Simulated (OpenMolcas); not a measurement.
# Run report: SiH3 (charge +1), single-point calculation (part 2 of 2)

The same run, continued: SiH3, charge +1; MRCI/3-21G (OpenMolcas 26.06). The geometry is that of the parent species in another charge or spin state. The geometry comes from this level: PBE0-D4/def2-TZVP.

Geometry of the input (Å):
```
Si 0.2938  -0.0269  -0.1640
H  0.5592  0.6653  1.1239
H  -0.2240  -1.4017  0.0601
H  -0.6289  0.7632  -1.0200
```

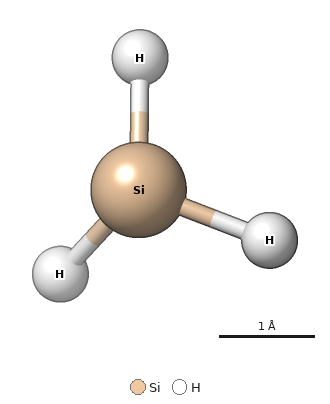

Fig. 1: The input geometry (ball-and-stick view, seen at a tilt).

## The program's output, continued
```
      NUMBER OF ELECTRONS IN CI         6
      TOTAL SPIN QUANTUM NUMBER      0.00

              ORBITALS PER SYMMETRY
                  1
      INACTIVE    2
      ACTIVE      2
      VALENCE     0
      CORE        0
      ONEOCC      0
  Number of vertices                   39                   25

      INTERNAL CONFIGURATIONS (FORMAL)

      NUMBER OF VALENCE STATES              10
      NUMBER OF DOUBLET COUPLED SINGLES     18
      NUMBER OF TRIPLET COUPLED DOUBLES      7
      NUMBER OF SINGLET COUPLED DOUBLES     14

      OCCUPATION OF REFERENCE STATES

      REF.STATE  ORB: 1   2
          1           0   2
          2           1   1
          3           2   0
      WAVE-FUNCTION SYMMETRY LABEL:  1

      INTERNAL CONFIGURATIONS (REAL)

      NUMBER OF VALENCE STATES              10
      NUMBER OF DOUBLET COUPLED SINGLES     18
      NUMBER OF TRIPLET COUPLED DOUBLES      7
      NUMBER OF SINGLET COUPLED DOUBLES     14

      COEFFICIENTS FOR DIAG      253
      TIME FOR DIAG                0

      COEFFICIENTS FOR ABCI       84
      MAXIMUM NUMBER OF ELEMENTS    25
      TIME FOR ABCI                0

      COEFFICIENTS FOR IJKL      916
      TIME FOR IJKL                0

      COEFFICIENTS FOR AIBJ      625
      DIFFERENT TYPES       30       53       72      148       25       43      234
      TIME FOR AIBJ                0

      COEFFICIENTS FOR AIJK     1186
      TIME FOR AIJK                0

      COEFFICIENTS FOR IJ        157

      COEFFICIENTS FOR AI        124
      TIME FOR ONEEL               0
--- Stop Module: guga /rc=_RC_ALL_IS_WELL_ ---

--- Start Module: mrci ---

                                               &MRCI

                       available to each process: 1.9 GB of memory, 1 thread

      ************************************************************************************************************************
      *                                                        Title:                                                        *
      *                                                ( No title was given )                                                *
      ************************************************************************************************************************

      Cartesian coordinates in angstrom:
      -----------------------------------------------------
      No.  Label        X            Y            Z
      -----------------------------------------------------
       1   SI1        0.29378000  -0.02690000  -0.16403000
       2   H2         0.55915000   0.66530000   1.12390000
       3   H3        -0.22404000  -1.40165000   0.06013000
       4   H4        -0.62889000   0.76325000  -1.01999000
      -----------------------------------------------------
      Nuclear repulsion energy =   15.60329600
       THIS IS AN   S D C I   CALCULATION
       (But an ACPF correction will be computed)
       USE THE DEFAULT ACPF G-VALUE GFAC=  0.33333333333333331

       A SMALL CI IS PERFORMED INVOLVING ONLY THE REFERENCE STATES.
       THIS REFERENCE CI WILL USE THE FOLLOWING ROOT SELECTION CRITERIA:

       ROOT SELECTION BY ENERGY ORDERING.
      ONE SINGLE ROOT, NUMBER        1

       THE REFERENCE CI IS FOLLOWED BY THE FULL SPACE
       CALCULATION, WHERE THE SELECTION CRITERION
       IS MAXIMUM OVERLAP WITH THE ROOT(S) SELECTED IN
       THE REFERENCE CI.

      MALMQVIST DIAGONALIZATION

      PRINT LEVEL                          1
      WORKSPACE WORDS, (Re(wp))    232498481
      MAXIMUM NR OF ORBITALS           10000
      MAX NR OF STORED CI/SGM ARR.        10
      MAX NR OF ITERATIONS                20
      ENERGY CONVERGENCE THRESHOLD  1.00E-08
      SPIN QUANTUM NUMBER                0.0
      CORRELATED ELECTRONS                 6
      WAVE FUNCTION SYMMETRY LABEL         1
      POINT GROUP ORDER                    1

      SYMMETRY LABEL:                             1
      INACTIVE ORBITALS                           2    2
      ACTIVE ORBITALS                             2    2
      ADDED VALENCE ORB                           0    0
      VIRTUAL ORBITALS                           10   10

      SUM:CORREL ORBITALS                        14   14

      FROZEN ORBITALS                             0    0
      DELETED ORBITALS                            0    0

      SUM:ORBITALS IN CI                         14   14

      PRE-FROZEN ORBITALS                         5    5
      PRE-DELETED ORBITALS                        0    0
      SUM:   TOTAL BASIS                         19   19

         3 REFERENCE STATES
      Occupation of the reference states
      Active orbital nr. 1 2
      Ref nr  1          0 2
      Ref nr  2          1 1
      Ref nr  3          2 0

       FIRST ORDER INTERACTING SPACE.

       LIST OF REFERENCE CONFIGURATIONS.
      CONF NR:    GUGA CASE NUMBERS OF ACTIVE ORBITALS:
          8       3303
          9       3312
         10       3330

       REAL CONFIGURATIONS:

                     REFERENCE        3
                 OTHER VALENCE        7
       DOUBLET COUPLED SINGLES      180
       TRIPLET COUPLED DOUBLES      315
       SINGLET COUPLED DOUBLES      770
                        TOTAL     1275

      STATISTICS FOR INTEGRALS, FIRST ENTRY 10**3-10**4

               0         0         0         0       114
             798      1635       371        42        15
             326      1542       642        71         8
               1         0         0         0         0

 ------------------------------------------------------------
    REFERENCE CI CALCULATION.
 ------------------------------------------------------------
  ROOT SELECTION BY ENERGY ORDERING.
  ONE SINGLE ROOT, NUMBER.....:        1

         LOWEST REFERENCE CI ROOTS:
                  ROOT      1              2              3
                ENERGY  -288.78566139  -288.07753693  -287.61071165
 CSF NR    8 CASE 3303    -0.123968      -0.049457       0.991053
           9      3312     0.000000       0.998757       0.049842
          10      3330     0.992286      -0.006179       0.123814

 ROOT NR  1 IS USED AS START VECTOR.

 ------------------------------------------------------------
    MR SDCI CALCULATION.
 ------------------------------------------------------------

          CONVERGENCE STATISTICS:
 ITER NVEC     ENERGIES    LOWERING RESIDUAL SEL.WGT CPU(S) CPU TOT
    1    1   -288.78566139          2.91E-01  1.000     0.0     0.0
    2    2   -288.83544477-4.98E-02 6.80E-02  0.967     0.0     0.0
    3    3   -288.83827312-2.83E-03 2.15E-02  0.963     0.0     0.0
    4    4   -288.83856446-2.91E-04 7.67E-03  0.961     0.0     0.0
    5    5   -288.83861072-4.63E-05 4.06E-03  0.961     0.0     0.0
    6    6   -288.83862463-1.39E-05 1.94E-03  0.960     0.0     0.0
    7    7   -288.83862739-2.75E-06 7.48E-04  0.960     0.0     0.0
    8    8   -288.83862778-3.94E-07 2.62E-04  0.960     0.0     0.0
    9    9   -288.83862782-4.39E-08 9.03E-05  0.960     0.0     0.0
   10   10   -288.83862783-5.18E-09 3.29E-05  0.960     0.0     0.0
  CONVERGENCE IN ENERGY.
  **********************************************************************
               FINAL RESULTS FOR STATE NR   1
 CORRESPONDING ROOT OF REFERENCE CI IS NR:  1
            REFERENCE CI ENERGY:  -288.78566139
         EXTRA-REFERENCE WEIGHT:     0.03956940
          CI CORRELATION ENERGY:    -0.05296644
                      CI ENERGY:  -288.83862783
            DAVIDSON CORRECTION:    -0.00218220
               CORRECTED ENERGY:  -288.84081003
                ACPF CORRECTION:    -0.00143509
               CORRECTED ENERGY:  -288.84006292

      CI-COEFFICIENTS LARGER THAN 0.050
  NOTE: THE FOLLOWING ORBITALS WERE FROZEN
  ALREADY AT THE INTEGRAL TRANSFORMATION STEP
  AND DO NOT EXPLICITLY APPEAR:
        SYMMETRY:   1
      PRE-FROZEN:   5
  ORDER OF SPIN-COUPLING: (PRE-FROZEN, NOT SHOWN)
                          (FROZEN, NOT SHOWN)
                           VIRTUAL
                           ADDED VALENCE
                           INACTIVE
                           ACTIVE

  ORBITALS ARE NUMBERED WITHIN EACH SEPARATE SYMMETRY.
  **********************************************************************

 NATURAL ORBITALS OF STATE NR.  1
  FULL SET OF ORBITALS ARE SAVED ON FILE CIORB01

 NATURAL ORBITALS IN AO BASIS. IN EACH SYMMETRY,
 THE ORBITALS PRINTED ARE THOSE UP TO AND INCLUDING
 THE LAST ORBITAL WITH OCCUPATION NUMBER LARGER
 THAN THRORB =  0.0000100

                            SYMMETRY LABEL  1

     ORBITAL             1       2       3       4       5       6       7       8       9      10
     OCC.NO.         2.00000 2.00000 2.00000 2.00000 2.00000 1.97211 1.96222 1.95986 0.04057 0.02456

   1  SI1    1s       0.9877 -0.2901 -0.0023 -0.0000  0.0003  0.0619  0.0000  0.0067 -0.0534 -0.0052
   2  SI1    1s       0.0465  1.0038  0.0079  0.0000 -0.0013 -0.3126 -0.0000 -0.0327  0.2605  0.0246
   3  SI1    1s      -0.0125  0.1066  0.0000 -0.0000  0.0014  0.4652  0.0000  0.0444 -0.6569 -0.0684
   4  SI1    1s       0.0054 -0.0472  0.0001 -0.0000  0.0008  0.2852  0.0000  0.0265 -0.5117 -0.0357
   5  SI1    2px      0.0000  0.0065 -0.8037 -0.1609  0.5269  0.0283  0.0315 -0.0889  0.0726 -0.1226
   6  SI1    2px      0.0001  0.0013 -0.0733 -0.0144  0.0480 -0.0551 -0.0668  0.1858 -0.1443  0.3916
   7  SI1    2px     -0.0000  0.0019  0.0229  0.0045 -0.0144 -0.0004 -0.0200  0.0582 -0.0045  0.1990
   8  SI1    2py     -0.0000 -0.0010  0.1181  0.8604  0.4425  0.0054 -0.1686 -0.0906  0.0052 -0.1249
   9  SI1    2py     -0.0000  0.0005  0.0111  0.0767  0.0405 -0.0143  0.3573  0.1865 -0.0236  0.3923
  10  SI1    2py      0.0000  0.0000 -0.0033 -0.0241 -0.0121 -0.0056  0.1071  0.0557 -0.0211  0.1947
  11  SI1    2pz     -0.0000 -0.0045  0.5380 -0.4293  0.6893  0.0002  0.0841 -0.1484 -0.0168 -0.2044
  12  SI1    2pz     -0.0000  0.0005  0.0497 -0.0383  0.0632 -0.0079 -0.1783  0.3042  0.0068  0.6395
  13  SI1    2pz      0.0000 -0.0007 -0.0152  0.0120 -0.0189 -0.0111 -0.0534  0.0899 -0.0406  0.3156
  14  H2     1s       0.0009 -0.0035 -0.0021  0.0000 -0.0047  0.1116  0.0000  0.2665  0.4132 -0.4840
  15  H2     1s      -0.0005  0.0078  0.0021 -0.0000  0.0062  0.0812  0.0000  0.3496  0.3954 -0.4629
  16  H3     1s       0.0009 -0.0046 -0.0017  0.0055  0.0031  0.1473 -0.2197 -0.1136  0.3416  0.2962
  17  H3     1s      -0.0005  0.0063  0.0009 -0.0038 -0.0029  0.1296 -0.2949 -0.1586  0.3263  0.2756
  18  H4     1s       0.0009 -0.0046 -0.0017 -0.0055  0.0031  0.1473  0.2197 -0.1136  0.3416  0.2962
  19  H4     1s      -0.0005  0.0063  0.0009  0.0038 -0.0029  0.1296  0.2949 -0.1586  0.3263  0.2756

     ORBITAL            11      12      13      14      15      16      17      18      19
     OCC.NO.         0.02335 0.00702 0.00314 0.00309 0.00240 0.00066 0.00065 0.00032 0.00004

   1  SI1    1s       0.0000  0.0184  0.0000  0.0016  0.0395 -0.0000  0.0001  0.0232  0.0080
   2  SI1    1s      -0.0000 -0.0754 -0.0000 -0.0024 -0.0690  0.0000 -0.0000 -0.0123 -0.0374
   3  SI1    1s       0.0000  0.3700  0.0000  0.0581  1.4026 -0.0000  0.0028  0.9717  0.1333
   4  SI1    1s       0.0000  0.1373 -0.0000 -0.0550 -1.5182 -0.0000  0.0059 -3.1345  0.3867
   5  SI1    2px     -0.0447  0.2787 -0.0352  0.1004 -0.0349 -0.0175  0.0492 -0.0048 -0.2002
   6  SI1    2px      0.1409 -0.7947  0.1588 -0.4550  0.0559  0.0589 -0.1656  0.0918  0.8842
   7  SI1    2px      0.0685 -0.2053 -0.1725  0.5020  0.1658 -0.2647  0.7412  0.4525 -1.2537
   8  SI1    2py      0.2391 -0.0280  0.1885  0.0995 -0.0022  0.0937  0.0489  0.0008  0.0189
   9  SI1    2py     -0.7533  0.0804 -0.8492 -0.4472  0.0188 -0.3148 -0.1632 -0.0107 -0.0835
  10  SI1    2py     -0.3663  0.0203  0.9226  0.4868 -0.0453  1.4154  0.7394 -0.0329  0.1197
  11  SI1    2pz     -0.1193 -0.1605 -0.0940  0.1619  0.0087 -0.0468  0.0795  0.0035  0.1129
  12  SI1    2pz      0.3758  0.4590  0.4237 -0.7258  0.0168  0.1571 -0.2650 -0.0558 -0.4989
  13  SI1    2pz      0.1828  0.1177 -0.4603  0.7876 -0.1530 -0.7063  1.2039 -0.2355  0.7098
  14  H2     1s      -0.0000 -0.0834 -0.0000 -0.4605  0.4115 -0.0001  0.8798 -0.5757  0.0740
  15  H2     1s      -0.0000 -0.2874  0.0000  0.3107 -0.1203  0.0001 -1.7937  1.5494 -0.3538
  16  H3     1s      -0.4530 -0.0764  0.4253  0.2640  0.3864 -0.7529 -0.4312 -0.5752  0.0768
  17  H3     1s      -0.4254 -0.2790 -0.2889 -0.1746 -0.1138  1.5455  0.8847  1.5634 -0.3517
  18  H4     1s       0.4531 -0.0764 -0.4253  0.2640  0.3864  0.7529 -0.4311 -0.5752  0.0768
  19  H4     1s       0.4254 -0.2790  0.2889 -0.1746 -0.1138 -1.5456  0.8845  1.5634 -0.3517
  **********************************************************************

 MULLIKEN CHARGES FOR STATE NR  1

++    Molecular charges:
      ------------------

      Mulliken charges per centre and basis function type
      ---------------------------------------------------

                SI1     H2      H3      H4
      1s       5.2999  1.0122  1.0117  1.0117
      2px      2.2177  0.0000  0.0000  0.0000
      2pz      2.6282  0.0000  0.0000  0.0000
      2py      2.8186  0.0000  0.0000  0.0000
      Total   12.9644  1.0122  1.0117  1.0117

      N-E      1.0356 -0.0122 -0.0117 -0.0117

      Total electronic charge=   16.000000

      Total            charge=    1.000000
--

  **********************************************************************

  SUMMARY OF ENERGIES:
                ROOT:       1
        TOTAL ENERGY:   -288.83862783
 DAVIDSON CORRECTION:     -0.00218220
     ACPF CORRECTION:     -0.00143509

  Energies, machine-readable format:
  CI State   1     Total energy:   -288.83862783     QDav:     -0.00218220     QACPF:     -0.00143509

  EXPECTATION VALUES OF VARIOUS OPERATORS:
 (Note: Electronic multipoles include a negative sign.)

    PROPERTY :MLTPL  0   COMPONENT:   1
     GAUGE ORIGIN:      0.00000000      0.00000000      0.00000000
             ROOT:       1
       ELECTRONIC:    -16.00000000
          NUCLEAR:     17.00000000
            TOTAL:      1.00000000

    PROPERTY :MLTPLS 0   COMPONENT:   1
     GAUGE ORIGIN:      0.00000000      0.00000000      0.00000000
             ROOT:       1
       ELECTRONIC:    -16.00000000
          NUCLEAR:     17.00000000
            TOTAL:      1.00000000

    PROPERTY :MLTPL  1   COMPONENT:   1
     GAUGE ORIGIN:      0.48297011     -0.04422321     -0.26966235
             ROOT:       1
       ELECTRONIC:      1.34036326
          NUCLEAR:     -0.99336318
            TOTAL:      0.34700008

    PROPERTY :MLTPL  1   COMPONENT:   2
     GAUGE ORIGIN:      0.48297011     -0.04422321     -0.26966235
             ROOT:       1
       ELECTRONIC:     -0.12312538
          NUCLEAR:      0.09095742
            TOTAL:     -0.03216796

    PROPERTY :MLTPL  1   COMPONENT:   3
     GAUGE ORIGIN:      0.48297011     -0.04422321     -0.26966235
             ROOT:       1
       ELECTRONIC:     -0.74918599
          NUCLEAR:      0.55464581
            TOTAL:     -0.19454018

    PROPERTY :MLTPL  2   COMPONENT:   1
     GAUGE ORIGIN:      0.48297011     -0.04422321     -0.26966235
             ROOT:       1
       ELECTRONIC:    -11.57660889
          NUCLEAR:      4.01710239
            TOTAL:     -7.55950650

    PROPERTY :MLTPL  2   COMPONENT:   2
     GAUGE ORIGIN:      0.48297011     -0.04422321     -0.26966235
             ROOT:       1
       ELECTRONIC:     -0.76752810
          NUCLEAR:      0.61587993
            TOTAL:     -0.15164817

    PROPERTY :MLTPL  2   COMPONENT:   3
     GAUGE ORIGIN:      0.48297011     -0.04422321     -0.26966235
             ROOT:       1
       ELECTRONIC:     -4.64969009
          NUCLEAR:      3.75587180
            TOTAL:     -0.89381829

    PROPERTY :MLTPL  2   COMPONENT:   4
     GAUGE ORIGIN:      0.48297011     -0.04422321     -0.26966235
             ROOT:       1
       ELECTRONIC:    -19.80638013
          NUCLEAR:     10.68773516
            TOTAL:     -9.11864497

    PROPERTY :MLTPL  2   COMPONENT:   5
     GAUGE ORIGIN:      0.48297011     -0.04422321     -0.26966235
             ROOT:       1
       ELECTRONIC:      0.43008917
          NUCLEAR:     -0.34395608
            TOTAL:      0.08613309

    PROPERTY :MLTPL  2   COMPONENT:   6
     GAUGE ORIGIN:      0.48297011     -0.04422321     -0.26966235
             ROOT:       1
       ELECTRONIC:    -17.27265171
          NUCLEAR:      8.64705634
            TOTAL:     -8.62559537

    PROPERTY :KINETIC    COMPONENT:   1
     GAUGE ORIGIN:      0.00000000      0.00000000      0.00000000
             ROOT:       1
       ELECTRONIC:    288.68247438
          NUCLEAR:      0.00000000
            TOTAL:    288.68247438

    PROPERTY :ATTRACT    COMPONENT:   1
     GAUGE ORIGIN:      0.00000000      0.00000000      0.00000000
             ROOT:       1
       ELECTRONIC:   -715.03394798
          NUCLEAR:     15.60329600
            TOTAL:   -699.43065198

    PROPERTY :ATTRACTS   COMPONENT:   1
     GAUGE ORIGIN:      0.00000000      0.00000000      0.00000000
             ROOT:       1
       ELECTRONIC:   -714.75266004
          NUCLEAR:     15.60329600
            TOTAL:   -699.14936403

    PROPERTY :MLTPV  2   COMPONENT:   1
     GAUGE ORIGIN:      0.48297011     -0.04422321     -0.26966235
             ROOT:       1
       ELECTRONIC:     16.88311719
          NUCLEAR:      0.00000000
            TOTAL:     16.88311719

    PROPERTY :MLTPV  2   COMPONENT:   2
     GAUGE ORIGIN:      0.48297011     -0.04422321     -0.26966235
             ROOT:       1
       ELECTRONIC:      0.14441040
          NUCLEAR:      0.00000000
            TOTAL:      0.14441040

    PROPERTY :MLTPV  2   COMPONENT:   3
     GAUGE ORIGIN:      0.48297011     -0.04422321     -0.26966235
             ROOT:       1
       ELECTRONIC:      0.63719457
          NUCLEAR:      0.00000000
            TOTAL:      0.63719457

    PROPERTY :MLTPV  2   COMPONENT:   4
     GAUGE ORIGIN:      0.48297011     -0.04422321     -0.26966235
             ROOT:       1
       ELECTRONIC:     18.07095103
          NUCLEAR:      0.00000000
            TOTAL:     18.07095103

    PROPERTY :MLTPV  2   COMPONENT:   5
     GAUGE ORIGIN:      0.48297011     -0.04422321     -0.26966235
             ROOT:       1
       ELECTRONIC:      0.00099820
          NUCLEAR:      0.00000000
            TOTAL:      0.00099820

    PROPERTY :MLTPV  2   COMPONENT:   6
     GAUGE ORIGIN:      0.48297011     -0.04422321     -0.26966235
             ROOT:       1
       ELECTRONIC:     17.74915267
          NUCLEAR:      0.00000000
            TOTAL:     17.74915267

    PROPERTY :ONEHAM     COMPONENT:   1
     GAUGE ORIGIN:      0.00000000      0.00000000      0.00000000
             ROOT:       1
       ELECTRONIC:   -426.35147360
          NUCLEAR:     15.60329600
            TOTAL:   -410.74817759

    PROPERTY :ONEHAM 0   COMPONENT:   1
     GAUGE ORIGIN:      0.00000000      0.00000000      0.00000000
             ROOT:       1
       ELECTRONIC:   -426.35147360
          NUCLEAR:     15.60329600
            TOTAL:   -410.74817759

    PROPERTY :FCKINT     COMPONENT:   1
     GAUGE ORIGIN:      0.00000000      0.00000000      0.00000000
             ROOT:       1
       ELECTRONIC:   -182.13091622
          NUCLEAR:      0.00000000
            TOTAL:   -182.13091622

--- Stop Module: mrci /rc=_RC_ALL_IS_WELL_ ---

.##################.
.# Happy landing! #.
.##################.

    Timing: Wall=1.89 User=1.16 System=0.54
```

## Summary

```tsv
quantity	value
outcome	converged
total energy	−288.838628 hartree
basis functions	19
wall time	2.2 s
peak memory	0.37 GiB
```
